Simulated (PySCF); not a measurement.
## A study: C2H6Se, SMILES `C[Se]C`

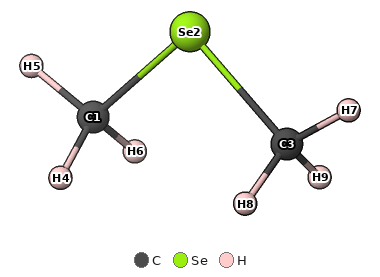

The molecule, with its atoms numbered as below. No frequency check shows the geometry to be a minimum.

Coordinates in Å:

```
C1       1.4610    0.8211    0.0004
Se2     -0.0000   -0.4744    0.0000
C3      -1.4610    0.8211   -0.0004
H4       1.3933    1.4366    0.8944
H5       2.3941    0.2653   -0.0019
H6       1.3939    1.4365   -0.8936
H7      -2.3941    0.2653    0.0019
H8      -1.3938    1.4366    0.8936
H9      -1.3933    1.4366   -0.8944
```

### 1. Bonding charge

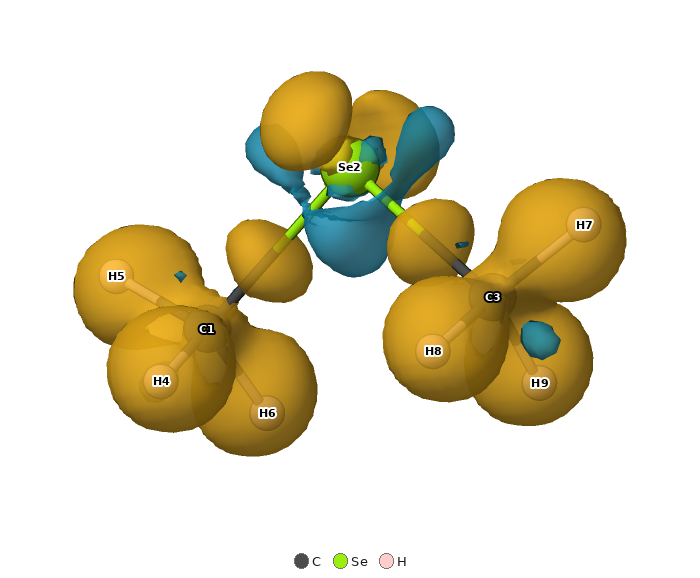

Deformation density (molecule less spherical, spin-averaged free atoms at the same positions), surfaces at ±0.1 e/Å³; yellow: gain, teal: loss.

Level of theory: ωB97X/def2-TZVP (PySCF), at a geometry from GFN2-xTB.

Describe the bonding that the map shows.

Answer. C1–H6, C1–H4, C3–H9 and C3–H8: +0.75 e/Å³ at the bond critical point (bond length 1.09 Å, Mayer order 1.0). C1–H5 and C3–H7: +0.75 e/Å³ at the bond critical point (bond length 1.09 Å, Mayer order 1.0). C1–Se2 and Se2–C3: +0.22 e/Å³ at the bond critical point (bond length 1.95 Å, Mayer order 1.1). In all, 2.1 electrons gather in the regions of gain relative to the promolecule.

Where do the Hirshfeld charges lie?

Answer. The highest Hirshfeld charge is on H5 and H7 (+0.05 e), the lowest on C1 and C3 (−0.15 e).

| atom | charge (e) |
| --- | --- |
| C1 | −0.15 |
| Se2 | +0.03 |
| C3 | −0.15 |
| H4 | +0.04 |
| H5 | +0.05 |
| H6 | +0.04 |
| H7 | +0.05 |
| H8 | +0.04 |
| H9 | +0.04 |

### 2. Bond critical points

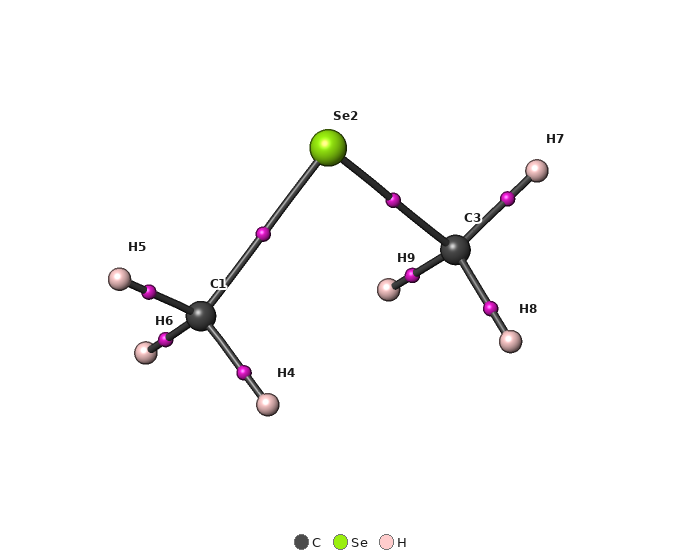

Molecular graph of the electron density (QTAIM): bond paths, bond critical points (magenta), ring points (cyan, if any); weak paths are dashed.

How many critical points of each kind are there, and does the count close?

Answer. 9 nuclei, 8 bond, 0 ring and 0 cage critical points: 9 − 8 + 0 − 0 = 1, as the Poincaré–Hopf relation requires.

What does the calculation give at each kind of bond critical point?

Answer.
```
            bond  length (Å)  ρ (a.u.)  ∇²ρ (a.u.)     ε  H (a.u.)
 C1–H6 (4 alike)       1.087     0.281       −0.97  0.01    −0.285
 C1–H5 (2 alike)       1.086     0.281       −0.97  0.00    −0.285
C1–Se2 (2 alike)       1.953     0.151       −0.18  0.12    −0.095
```

What kind of interaction is C1–H6?

Answer. Shared-shell (covalent): ρ = 0.281, ∇²ρ = −0.97, H = −0.285 a.u.

### 3. Local ionisation energy

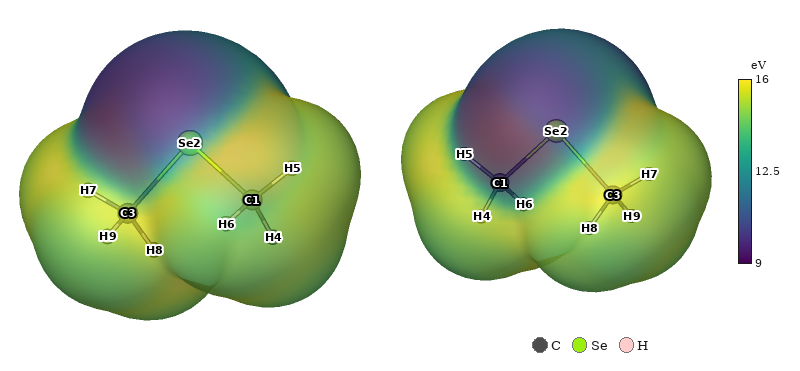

Average local ionisation energy on the surface of electron density 0.001 a.u. (back view left, front view right).

Locate the minima of the map.

Answer. The lowest value is 9.1 eV, 2.4 Å from Se2, and at like points elsewhere. Further minima include 14.2 eV, 1.4 Å from H6, and at like points elsewhere. For comparison, the highest occupied orbital lies at −8.3 eV.

### 4. Excited states

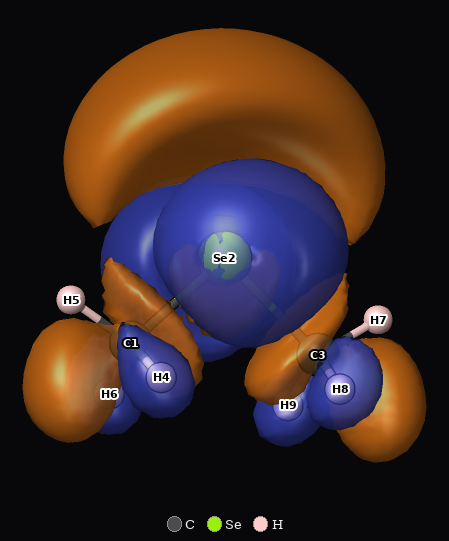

Unrelaxed difference density of S₃ less the ground state (full linear response singlet states), ±0.006 e/Å³; orange: gain, blue: loss.

Computed with PySCF, B3LYP/aug-cc-pVDZ, geometry: GFN2-xTB.

How does the charge move on excitation?

Answer. 0.81 e is displaced in all, largely into diffuse regions outside the molecule. The state: 5.19 eV (239 nm), f = 0.033, n → diffuse (Rydberg-like) orbital; the leading pair carries 100 %; hole on Se2 (81 %), electron on Se2 (52 %), C1 and C3 (11 % each) and H5 and H7 (7 % each) (atom shares of so diffuse an orbital are rough); their centroids lie 0.6 Å apart.

### 5. Removing or adding an electron

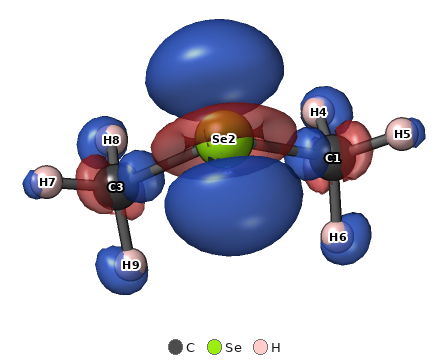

Fukui function f⁻ = ρ(N) − ρ(N−1) at fixed geometry, surfaces at ±0.04 e/Å³ (blue positive, red negative).

PySCF calculation, TPSSh/def2-SVPD, gas phase; geometry: GFN2-xTB.

Which atoms respond most to the removal of an electron?

Answer. f⁻ (Hirshfeld-condensed) is largest on Se2 (0.59); the vertical ionisation energy is 8.27 eV. Condensed values hint at sites of electrophilic attack but needn't mark the atom that reacts. Orbital relaxation makes it negative in places (0.18 e in all).

```csv
atom,f⁻,charge
C1,+0.06,−0.12
Se2,+0.59,−0.01
C3,+0.06,−0.12
H4,+0.05,+0.04
H5,+0.04,+0.05
H6,+0.05,+0.04
H7,+0.04,+0.05
H8,+0.05,+0.04
H9,+0.05,+0.04
```

### 6. Localised orbitals

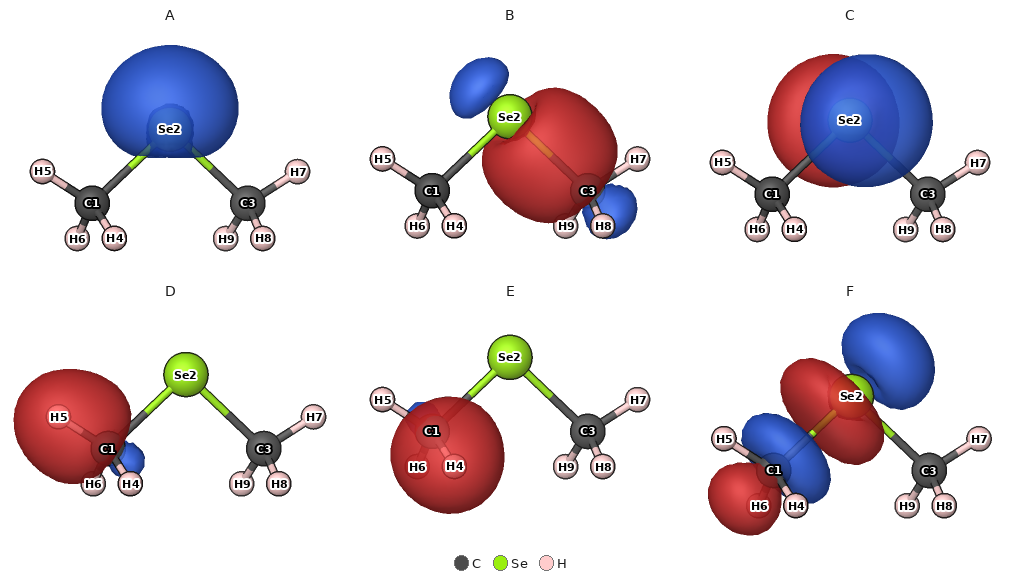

Intrinsic bond orbitals (IBO), occupied and valence-virtual; each surface holds about 80 % of the orbital's density. Energies are diagonal elements of the Fock matrix.

Method: LDA (SVWN)/cc-pVTZ; geometry: GFN2-xTB; program: PySCF.

Name the orbitals, with their atomic make-up and energies.

Answer. By panel:
- A: lone pair on Se2 (s-type) (Se2 100 %; −12.8 eV)
- B: σ bond C3–Se2 (C3 52 %, Se2 48 %; −11.6 eV)
- C: lone pair on Se2 (p-type) (Se2 98 %; −5.4 eV)
- D: σ bond C1–H5 (C1 59 %, H5 40 %; −12.2 eV)
- E: σ bond C1–H4 (C1 59 %, H4 41 %; −12.1 eV)
- F: σ* orbital Se2–C1 (Se2 52 %, C1 48 %; 1.4 eV)

### 7. Stretching a bond

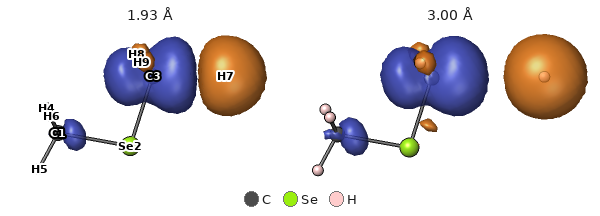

Rigid stretch of the C3–H7 bond. Broken-symmetry UHF spin density at ±0.03 e/Å³ (orange: α, blue: β).

PySCF calculation, cc-pVDZ basis, gas phase; geometry: GFN2-xTB.

How does the broken-symmetry solution share the spin, and how far is it from a pure singlet?

Answer. At 3.00 Å excess α spin lies mostly on H7 and excess β on C3; the two could be swapped at no cost. ⟨S²⟩ is 0.58 at 1.93 Å and 1.00 at 3.00 Å, against 0 for a pure singlet and 1 for an equal mix of singlet and triplet.

Where does the UHF solution part from RHF?

Answer. Between 1.44 Å (⟨S²⟩ = 0, the two coincide) and 1.66 Å (⟨S²⟩ = 0.03); at 3.00 Å ⟨S²⟩ is 1.00 and UHF lies 3.5 eV below RHF.

How much energy does the stretch cost?

Answer. By CASSCF, 4.3 eV from the lowest point of the scan (1.07 Å) to 3.00 Å; RHF gives 7.4 eV from its own lowest point. The fragments aren't relaxed and dynamic correlation is missing, so this isn't a bond dissociation energy.
